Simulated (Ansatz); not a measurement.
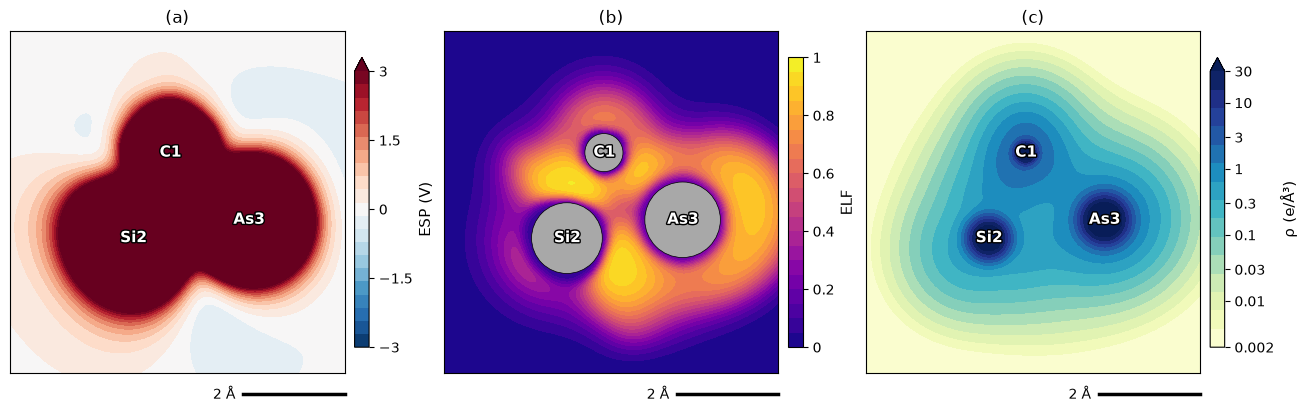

Figure. CH5AsSi. (a) molecular electrostatic potential; (b) electron localisation function; (c) total electron density on the plane of atoms C1, As3 and Si2. Grey discs cover the atomic cores in the ELF map.

Geometry: PBE0-D4/def2-TZVP.

All numbers below come from Ansatz 0.2.0, RKS PBE0-D4/def2-TZVPP.

```json
{"atom": "C", "x (Å)": "-0.7703", "y (Å)": "0.0179", "z (Å)": "-0.5760"}
{"atom": "Si", "x (Å)": "0.7078", "y (Å)": "0.6631", "z (Å)": "0.3157"}
{"atom": "As", "x (Å)": "-0.5381", "y (Å)": "-1.1227", "z (Å)": "1.1072"}
{"atom": "H", "x (Å)": "-0.6672", "y (Å)": "-0.5240", "z (Å)": "-1.5093"}
{"atom": "H", "x (Å)": "-1.6907", "y (Å)": "0.5918", "z (Å)": "-0.5223"}
{"atom": "H", "x (Å)": "0.5813", "y (Å)": "1.9739", "z (Å)": "0.9905"}
{"atom": "H", "x (Å)": "2.0408", "y (Å)": "0.4223", "z (Å)": "-0.2771"}
{"atom": "H", "x (Å)": "0.4284", "y (Å)": "-2.0794", "z (Å)": "0.4156"}
```

Q: Interpret the plot.

A:
- The plane passes through C, Si and As nuclei.
- C–Si (1.84 Å): ρ is about 0.96 e/Å³ halfway; the ELF peaks at about 0.90 between the atoms (localised, covalent bonding).
- C–As (2.05 Å): the density is about 0.77 e/Å³ at the midpoint; the ELF peaks at about 0.85 between the atoms; a shared electron pair.
- Si–As (2.32 Å): ρ is about 0.6 e/Å³ halfway; the ELF peaks at about 0.75 between the atoms.
- The ELF also peaks beside As3, away from the bonds: lone-pair regions.
- Outside the dense part of the molecule the potential is most negative (−0.4 V) near As3.
